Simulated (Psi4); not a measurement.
# [NO2]− (nitrite) at r2SCAN/def2-TZVPD (density fitting with cc-pvtz-jkfit, sweep point 4)

What is the vertical ionisation energy of [NO2]− (nitrite) at r2SCAN/def2-TZVPD (density fitting with cc-pvtz-jkfit, sweep point 4)? The job is set up through a Python script.

Program for the calculation: Psi4 1.11.

4 further runs of the same task are left out: 4 that didn't finish.

## Step 1: Starting point

[NO2]− has 3 atoms, charge -1, and is taken as a singlet. SMILES: `O=N[O-]`. Geometry: relaxed at GFN2-xTB.

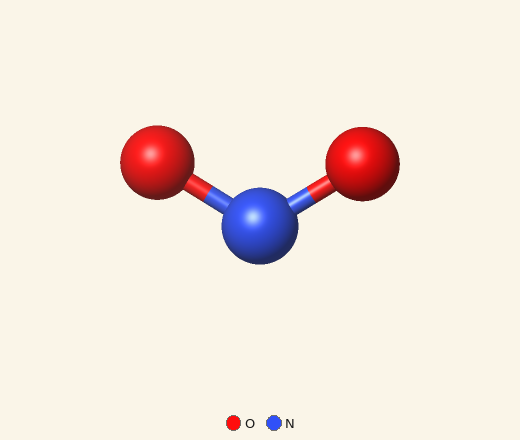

Viewed from a chosen angle; oxygen red, nitrogen blue.

## Step 2: The energy at r2SCAN/def2-TZVPD (density fitting with cc-pvtz-jkfit, sweep point 4)

Contents of run.py:

```python
import psi4

psi4.set_memory('1600 MB')
psi4.set_num_threads(1)
psi4.core.set_output_file('output.dat', False)

m = psi4.geometry("""
-1 1
O      0.332300     1.015250     0.295330
N      0.330220    -0.248730     0.154080
O     -0.662520    -0.766520    -0.449410
units angstrom
symmetry c1
""")

options = {'basis': 'def2-TZVPD', 'puream': True, 'scf_type': 'df', 'dft_radial_points': 99, 'dft_spherical_points': 590, 'df_basis_scf': 'cc-pvtz-jkfit'}
psi4.set_options(options)

e_tot, wfn = psi4.energy("r2scan", molecule=m, return_wfn=True)
print('E =', round(e_tot, 9))
```

Command:

```
$ python run.py
```

output.dat:

```text
[...]
  Running in c1 symmetry.
[...]
  Nuclear repulsion =   62.188361105263098
[...]
  Multiplicity = 1
[...]
  Nalpha       = 12
  Nbeta        = 12
[...]
    Number of basis functions: 117
[...]
   @DF-RKS iter   1:  -204.94272097606745   -3.38601e-01   6.18841e-03 DIIS/ADIIS
[...]
   @DF-RKS iter   9:  -205.14823842955843   -1.12770e-07   6.20103e-07 DIIS
[...]
    Orbital Energies [Eh]
    ---------------------
    Doubly Occupied:
       1A    -18.724728     2A    -18.724704     3A    -14.058944
       4A     -0.870712     5A     -0.710088     6A     -0.338909
       7A     -0.205904     8A     -0.189976     9A     -0.178637
      10A     -0.033468    11A     -0.001855    12A      0.039881
[...]
  @DF-RKS Final Energy:  -205.14823842955843
   => Energetics <=
    Nuclear Repulsion Energy =             62.1883611052630982
    One-Electron Energy =                -411.0697675528530226
    Two-Electron Energy =                 167.8121551679427057
    DFT Exchange-Correlation Energy =     -24.0789871499111889
    Empirical Dispersion Energy =           0.0000000000000000
    VV10 Nonlocal Energy =                  0.0000000000000000
    Total Energy =                       -205.1482384295584325
[...]
 Multipole Moments:
 ------------------------------------------------------------------------------------
     Multipole            Electronic (a.u.)      Nuclear  (a.u.)        Total (a.u.)
 ------------------------------------------------------------------------------------
 L = 1.  Multiply by 2.5417464519 to convert [e a0] to [Debye]
 Dipole X            :          0.1333559           -0.0026976            0.1306583
 Dipole Y            :         -0.0913439            0.0018540           -0.0894899
 Dipole Z            :         -0.0000000           -0.0000000           -0.0000000
 Magnitude           :                                                    0.1583668
[...]
```

Standard output:

```text
E = -205.14823843
```

Run time: 15 s. Hardware: 1 thread of Intel Xeon Platinum 8488C (Sapphire Rapids), shared host; peak memory 0.88 GiB.

## Step 3: Doublet neutral NO2

Contents of run.py:

```python
import psi4

psi4.set_memory('1600 MB')
psi4.set_num_threads(1)
psi4.core.set_output_file('output.dat', False)

m = psi4.geometry("""
0 2
O      0.332300     1.015250     0.295330
N      0.330220    -0.248730     0.154080
O     -0.662520    -0.766520    -0.449410
units angstrom
symmetry c1
""")

psi4.set_options({
    'basis': 'def2-TZVPD',
    'reference': 'uks',
    'puream': True,
    'scf_type': 'df',
    'dft_radial_points': 99,
    'dft_spherical_points': 590,
    'df_basis_scf': 'cc-pvtz-jkfit',
    'maxiter': 150,
})

e, wfn = psi4.energy('R2SCAN', molecule=m, return_wfn=True)
print('E =', round(e, 9))
```

Command:

```
$ python run.py
```

output.dat:

```text
[...]
  Running in c1 symmetry.
[...]
  Nuclear repulsion =   62.188361105263098
[...]
  Multiplicity = 2
[...]
  Nalpha       = 12
  Nbeta        = 11
[...]
    Number of basis functions: 117
[...]
   @DF-UKS iter   1:  -204.96775964113729   -3.63640e-01   4.37676e-03 DIIS/ADIIS
[...]
   @DF-UKS iter   9:  -205.05307207255123   -3.09195e-08   5.66049e-07 DIIS
[...]
   @S^2 Observed:                7.561336212E-01
[...]
    Orbital Energies [Eh]
    ---------------------
    Alpha Occupied:
       1A    -19.074009     2A    -19.074001     3A    -14.411841
       4A     -1.205552     5A     -1.048059     6A     -0.670211
       7A     -0.533009     8A     -0.515417     9A     -0.507454
      10A     -0.346830    11A     -0.331622    12A     -0.312306
    Alpha Virtual:
      13A     -0.164333    14A      0.056757    15A      0.067719
      16A      0.078492    17A      0.081181    18A      0.114416
      19A      0.127030    20A      0.130158    21A      0.148102
      22A      0.181224    23A      0.231889    24A      0.263594
      25A      0.289374    26A      0.304797    27A      0.385227
[...]
  @DF-UKS Final Energy:  -205.05307207255123
   => Energetics <=
    Nuclear Repulsion Energy =             62.1883611052630982
    One-Electron Energy =                -403.5533669590706722
    Two-Electron Energy =                 160.0564172172721840
    DFT Exchange-Correlation Energy =     -23.7444834360158410
    Empirical Dispersion Energy =           0.0000000000000000
    VV10 Nonlocal Energy =                  0.0000000000000000
    Total Energy =                       -205.0530720725512310
[...]
 Multipole Moments:
 ------------------------------------------------------------------------------------
     Multipole            Electronic (a.u.)      Nuclear  (a.u.)        Total (a.u.)
 ------------------------------------------------------------------------------------
 L = 1.  Multiply by 2.5417464519 to convert [e a0] to [Debye]
 Dipole X            :          0.1418556           -0.0026976            0.1391580
 Dipole Y            :         -0.0973521            0.0018540           -0.0954981
 Dipole Z            :         -0.0000000           -0.0000000           -0.0000000
 Magnitude           :                                                    0.1687745
[...]
```

Standard output:

```text
E = -205.053072073
```

It took 23 s on 1 thread of Intel Xeon Platinum 8488C (Sapphire Rapids), shared host; peak memory 0.88 GiB.

## Step 4: Outcome

Level: r2SCAN/def2-TZVPD (density fitting with cc-pvtz-jkfit, sweep point 4).

| quantity | value |
| --- | --- |
| singlet [NO2]−: total energy | -205.14824 Eh |
| singlet [NO2]−: HOMO energy | 1.09 eV |
| singlet [NO2]−: LUMO energy | 4.26 eV |
| singlet [NO2]−: HOMO–LUMO gap (to an unbound level, set by the basis) | 3.18 eV |
| doublet neutral NO2: total energy | -205.05307 Eh |
| doublet neutral NO2: dipole moment | 0.43 D |
| doublet neutral NO2: HOMO energy (highest over α and β) | -8.08 eV |
| doublet neutral NO2: LUMO energy (lowest over α and β) | -6.42 eV |
| doublet neutral NO2: ⟨S²⟩ | 0.756 |
| vertical detachment energy (to the doublet neutral) | 2.590 eV |

In words: The vertical ionisation energy comes to 2.59 eV (60 kcal/mol). The negative HOMO energy of the first species, -1.09 eV, lies 3.67 eV below that difference. The HOMO (singlet [NO2]−) lies at positive energy, 1.09 eV, as semi-local functionals often give for anions; only total energies tell whether the electron is bound.
